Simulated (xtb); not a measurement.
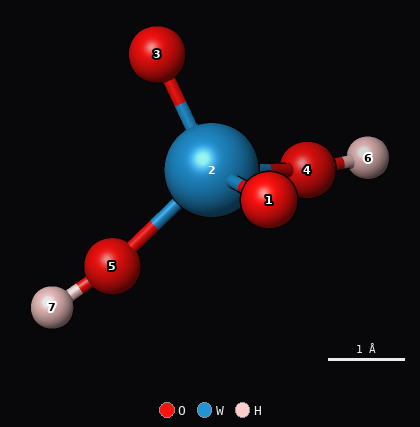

The structure as given in the input (ball-and-stick view, seen at a tilt; atoms are numbered from 1 in the order of the input). Sticks mark near contacts. Bond lengths as drawn: H–O 0.97 Å and O–W 1.69 to 1.87 Å.

# WH2O4: geometry relaxation (part 1 of 2)

System: WH2O4, SMILES [O]=[W](=[O])([OH])[OH].
Method: GFN2-xTB (xtb 6.7.1 later snapshot).

The geometry comes from this level: GFN2-xTB.

The input (struc.xyz)
```
7
H2O4W
O     -1.28084000     1.49122000    -0.01657000
W     -0.09017000     0.31953000     0.27032000
O      0.67754000     0.60378000     1.75442000
O     -0.88661000    -1.36737000     0.29549000
O      1.17758000     0.38194000    -1.09828000
H     -1.47927000    -2.10682000     0.48601000
H      1.88177000     0.67771000    -1.69139000
```

Command:
```bash
xtb struc.xyz --opt vtight --chrg 0 --gfn2 > xtb.out 2> xtb.err
```

Log
```
* xtb version 6.7.1
   ID    Z sym.   atoms
    1    8 O      1, 3-5
    2   74 W      2
    3    1 H      6, 7

           -------------------------------------------------
          |                Calculation Setup                |
           -------------------------------------------------

          program call               : xtb struc.xyz --opt vtight --chrg 0 --gfn2
          coordinate file            : struc.xyz
          omp threads                :                     1

           -------------------------------------------------
          |                 G F N 2 - x T B                 |
           -------------------------------------------------

      * Hamiltonian:
        H0-scaling (s, p, d)           1.850000    2.230000    2.230000
        zeta-weighting                 0.500000
      * Dispersion:
        s8                             2.700000
        a1                             0.520000
        a2                             5.000000
        s9                             5.000000
      * Repulsion:
        kExp                           1.500000    1.000000
        rExp                           1.000000
      * Coulomb:
        alpha                          2.000000
        third order                    shell-resolved
        anisotropic                    true
        a3                             3.000000
        a5                             4.000000
        cn-shift                       1.200000
        cn-exp                         4.000000
        max-rad                        5.000000

          ...................................................
          :                      SETUP                      :
          :.................................................:
          :  # basis functions                  28          :
          :  # atomic orbitals                  27          :
          :  # shells                           13          :
          :  # electrons                        32          :
          :  max. iterations                   250          :
          :  Hamiltonian                  GFN2-xTB          :
          :  restarted?                      false          :
          :  GBSA solvation                  false          :
          :  PC potential                    false          :
          :  electronic temp.          300.0000000     K    :
          :  accuracy                    1.0000000          :
          :  -> integral cutoff          0.2500000E+02      :
          :  -> integral neglect         0.1000000E-07      :
          :  -> SCF convergence          0.1000000E-05 Eh   :
          :  -> wf. convergence          0.1000000E-03 e    :
          :  Broyden damping             0.4000000          :
          :  net charge                          0          :
          :  unpaired electrons                  0          :
          ...................................................

 iter      E             dE          RMSdq      gap      omega  full diag
   1     -7.3962670 -0.739627E+01  0.255E+01    2.02       0.0  T
   2    -12.1107873 -0.471452E+01  0.268E+01   15.58       1.0  T
   3    -16.2663911 -0.415560E+01  0.178E+01   10.54       1.0  T
   4    -18.6747760 -0.240838E+01  0.115E+01    6.73       1.0  T
   5    -19.6593834 -0.984607E+00  0.659E+00    4.88       1.0  T
   6    -17.3853841  0.227400E+01  0.139E+01    9.04       1.0  T
   7    -19.3884446 -0.200306E+01  0.598E+00    5.94       1.0  T
   8    -19.8666361 -0.478192E+00  0.985E-01    4.34       1.0  T
   9    -19.8646546  0.198149E-02  0.971E-01    4.50       1.0  T
  10    -19.8275390  0.371157E-01  0.200E+00    4.84       1.0  T
  11    -19.4278877  0.399651E+00  0.515E+00    6.19       1.0  T
  12    -19.8655967 -0.437709E+00  0.516E-01    4.43       1.0  T
  13    -19.8661274 -0.530766E-03  0.418E-01    4.45       1.0  T
  14    -19.8659311  0.196307E-03  0.497E-01    4.71       1.0  T
  15    -19.8648716  0.105953E-02  0.540E-01    4.75       1.0  T
  16    -19.8657817 -0.910083E-03  0.452E-01    4.74       1.0  T
  17    -19.8684926 -0.271094E-02  0.165E-01    4.68       1.0  T
  18    -19.8688169 -0.324300E-03  0.799E-02    4.66       1.0  T
  19    -19.8688763 -0.593617E-04  0.644E-02    4.65       1.0  T
  20    -19.8689268 -0.505788E-04  0.201E-02    4.64       1.9  T
  21    -19.8689298 -0.292675E-05  0.273E-03    4.64      13.9  T
  22    -19.8689298 -0.702716E-08  0.209E-03    4.64      18.1  T
  23    -19.8689298 -0.258152E-08  0.134E-03    4.64      28.2  T
  24    -19.8689298 -0.209839E-07  0.231E-04    4.64     163.8  T
  25    -19.8689298 -0.672454E-09  0.176E-05    4.64    2150.9  T

   *** convergence criteria satisfied after 25 iterations ***

         #    Occupation            Energy/Eh            Energy/eV
      -------------------------------------------------------------
         1        2.0000           -0.7835831             -21.3224
       ...           ...                  ...                  ...
        10        2.0000           -0.4988292             -13.5738
        11        2.0000           -0.4427457             -12.0477
        12        2.0000           -0.4391252             -11.9492
        13        2.0000           -0.4243543             -11.5473
        14        2.0000           -0.4150245             -11.2934
        15        2.0000           -0.4119173             -11.2088
        16        2.0000           -0.4004473             -10.8967 (HOMO)
        17                         -0.2298210              -6.2537 (LUMO)
        18                         -0.1973169              -5.3693
        19                         -0.1687768              -4.5927
        20                         -0.1385544              -3.7703
        21                         -0.1292112              -3.5160
       ...                                ...                  ...
        27                          0.4966264              13.5139
      -------------------------------------------------------------
                  HL-Gap            0.1706262 Eh            4.6430 eV
             Fermi-level           -0.3151341 Eh           -8.5752 eV

 SCC (total)                   0 d,  0 h,  0 min,  0.010 sec
 SCC setup                      ...        0 min,  0.000 sec (  0.916%)
 Dispersion                     ...        0 min,  0.000 sec (  0.344%)
 classical contributions        ...        0 min,  0.000 sec (  0.075%)
 integral evaluation            ...        0 min,  0.002 sec ( 18.813%)
 iterations                     ...        0 min,  0.006 sec ( 61.983%)
 molecular gradient             ...        0 min,  0.002 sec ( 16.711%)
 printout                       ...        0 min,  0.000 sec (  0.969%)

         :::::::::::::::::::::::::::::::::::::::::::::::::::::
         ::                     SUMMARY                     ::
         :::::::::::::::::::::::::::::::::::::::::::::::::::::
         :: total energy             -19.787259841870 Eh    ::
         :: gradient norm              0.000808258983 Eh/a0 ::
         :: HOMO-LUMO gap              4.642976359335 eV    ::
         ::.................................................::
         :: SCC energy               -19.868926999046 Eh    ::
         :: -> isotropic ES           -0.001694109787 Eh    ::
         :: -> anisotropic ES          0.008650065588 Eh    ::
         :: -> anisotropic XC          0.000248749095 Eh    ::
         :: -> dispersion             -0.004049414529 Eh    ::
         :: repulsion energy           0.081667157176 Eh    ::
         :: add. restraining           0.000000000000 Eh    ::
         :: total charge              -0.000000000000 e     ::
         :::::::::::::::::::::::::::::::::::::::::::::::::::::

      -----------------------------------------------------------
     |                   =====================                   |
     |                        A N C O P T                        |
     |                   =====================                   |
     |               Approximate Normal Coordinate               |
     |                Rational Function Optimizer                |
      -----------------------------------------------------------

          ...................................................
          :                      SETUP                      :
          :.................................................:
          :   optimization level         verytight          :
          :   max. optcycles                   200          :
          :   ANC micro-cycles                  20          :
          :   degrees of freedom                15          :
          :.................................................:
          :   RF solver                   davidson          :
          :   write xtbopt.log                true          :
          :   linear?                        false          :
          :   energy convergence         0.1000000E-06 Eh   :
          :   grad. convergence          0.2000000E-03 Eh/α :
          :   maximum RF displ.          1.0000000          :
          :   Hlow (freq-cutoff)         0.1000000E-01      :
          :   Hmax (freq-cutoff)         5.0000000          :
          :   S6 in model hess.         20.0000000          :
          ...................................................

generating ANC from exact Hessian ...
Using Lindh-Hessian (1995)
 Shifting diagonal of input Hessian by    9.7215266086224921E-003
 Lowest  eigenvalues of input Hessian
    0.000000    0.000000    0.000000    0.000000    0.000000    0.000000
    0.010000    0.010130    0.018990    0.043568    0.049886    0.063135
    0.086649    0.142051    0.182809    0.303856    0.545045    1.074295
 Highest eigenvalues
    0.303856    0.545045    1.074295    1.404158    1.469998    1.479962

........................................................................
.............................. CYCLE    1 ..............................
........................................................................

 iter      E             dE          RMSdq      gap      omega  full diag
   1    -19.8689298 -0.198689E+02  0.116E-05    4.64       0.0  T
   2    -19.8689298  0.678568E-11  0.252E-05    4.64    1498.3  T
   3    -19.8689298 -0.813216E-11  0.100E-05    4.64    3762.2  T
     SCC iter.                  ...        0 min,  0.001 sec
     gradient                   ...        0 min,  0.002 sec
 * total energy  :   -19.7872598 Eh     change       -0.4778400E-11 Eh
   gradient norm :     0.0008083 Eh/α   predicted     0.0000000E+00 (-100.00%)
   displ. norm   :     0.0445827 α      lambda       -0.1000114E-04
   maximum displ.:     0.0372548 α      in ANC's #1, #2, #3, ...

........................................................................
.............................. CYCLE    2 ..............................
........................................................................

 iter      E             dE          RMSdq      gap      omega  full diag
   1    -19.8687181 -0.198687E+02  0.858E-02    4.64       0.0  T
   2    -19.8686701  0.479582E-04  0.233E-01    4.64       1.0  T
   3    -19.8687223 -0.521910E-04  0.377E-02    4.64       1.0  T
   4    -19.8687210  0.130984E-05  0.544E-02    4.64       1.0  T
   5    -19.8687232 -0.223164E-05  0.204E-03    4.64      18.5  T
   6    -19.8687232  0.260918E-07  0.201E-03    4.64      18.8  T
   7    -19.8687232 -0.296351E-07  0.152E-03    4.64      24.9  T
   8    -19.8687232  0.159856E-07  0.160E-03    4.64      23.6  T
   9    -19.8687232 -0.180684E-07  0.550E-04    4.64      68.7  T
  10    -19.8687232 -0.783711E-09  0.456E-04    4.64      82.9  T
     SCC iter.                  ...        0 min,  0.002 sec
     gradient                   ...        0 min,  0.002 sec
 * total energy  :   -19.7872683 Eh     change       -0.8492454E-05 Eh
   gradient norm :     0.0006748 Eh/α   predicted    -0.5005885E-05 ( -41.05%)
   displ. norm   :     0.0187231 α      lambda       -0.2341085E-05
   maximum displ.:     0.0140542 α      in ANC's #1, #2, #5, ...

........................................................................
.............................. CYCLE    3 ..............................
........................................................................

 iter      E             dE          RMSdq      gap      omega  full diag
   1    -19.8687257 -0.198687E+02  0.744E-02    4.64       0.0  T
   2    -19.8686838  0.419356E-04  0.222E-01    4.64       1.0  T
   3    -19.8687302 -0.463788E-04  0.195E-02    4.64       1.9  T
   4    -19.8687303 -0.187965E-06  0.152E-02    4.64       2.5  T
   5    -19.8687305 -0.179022E-06  0.385E-03    4.64       9.8  T
   6    -19.8687305 -0.224707E-08  0.377E-03    4.64      10.0  T
   7    -19.8687305 -0.121008E-07  0.361E-04    4.64     104.6  T
   8    -19.8687305  0.930669E-10  0.160E-04    4.64     236.4  T
     SCC iter.                  ...        0 min,  0.002 sec
     gradient                   ...        0 min,  0.002 sec
 * total energy  :   -19.7872709 Eh     change       -0.2542982E-05 Eh
   gradient norm :     0.0005174 Eh/α   predicted    -0.1170545E-05 ( -53.97%)
   displ. norm   :     0.0166243 α      lambda       -0.1186489E-05
   maximum displ.:     0.0127448 α      in ANC's #1, #2, #5, ...

........................................................................
.............................. CYCLE    4 ..............................
........................................................................

 iter      E             dE          RMSdq      gap      omega  full diag
   1    -19.8687941 -0.198688E+02  0.643E-02    4.64       0.0  T
   2    -19.8687634  0.306714E-04  0.191E-01    4.64       1.0  T
   3    -19.8687974 -0.340423E-04  0.151E-02    4.64       2.5  T
   4    -19.8687975 -0.543739E-07  0.137E-02    4.64       2.8  T
   5    -19.8687977 -0.165332E-06  0.198E-03    4.64      19.1  T
   6    -19.8687977  0.566262E-08  0.338E-03    4.64      11.2  T
   7    -19.8687977 -0.894468E-08  0.242E-04    4.64     156.5  T
   8    -19.8687977  0.161986E-09  0.363E-04    4.64     104.1  T
     SCC iter.                  ...        0 min,  0.002 sec
     gradient                   ...        0 min,  0.002 sec
 * total energy  :   -19.7872719 Eh     change       -0.1050224E-05 Eh
   gradient norm :     0.0001435 Eh/α   predicted    -0.5937578E-06 ( -43.46%)
   displ. norm   :     0.0051674 α      lambda       -0.1603090E-06
   maximum displ.:     0.0043839 α      in ANC's #1, #3, #2, ...

........................................................................
.............................. CYCLE    5 ..............................
........................................................................

 iter      E             dE          RMSdq      gap      omega  full diag
   1    -19.8688135 -0.198688E+02  0.147E-02    4.64       0.0  T
   2    -19.8688121  0.145186E-05  0.417E-02    4.64       1.0  T
   3    -19.8688137 -0.161527E-05  0.374E-03    4.64      10.1  T
   4    -19.8688137  0.446188E-07  0.707E-03    4.64       5.3  T
   5    -19.8688137 -0.541878E-07  0.520E-04    4.64      72.7  T
   6    -19.8688137  0.749836E-09  0.836E-04    4.64      45.2  T
     SCC iter.                  ...        0 min,  0.001 sec
     gradient                   ...        0 min,  0.002 sec
 * total energy  :   -19.7872721 Eh     change       -0.1749365E-06 Eh
   gradient norm :     0.0001024 Eh/α   predicted    -0.8045312E-07 ( -54.01%)
   displ. norm   :     0.0045006 α      lambda       -0.1369394E-06
   maximum displ.:     0.0027638 α      in ANC's #1, #3, #8, ...

........................................................................
.............................. CYCLE    6 ..............................
........................................................................
```
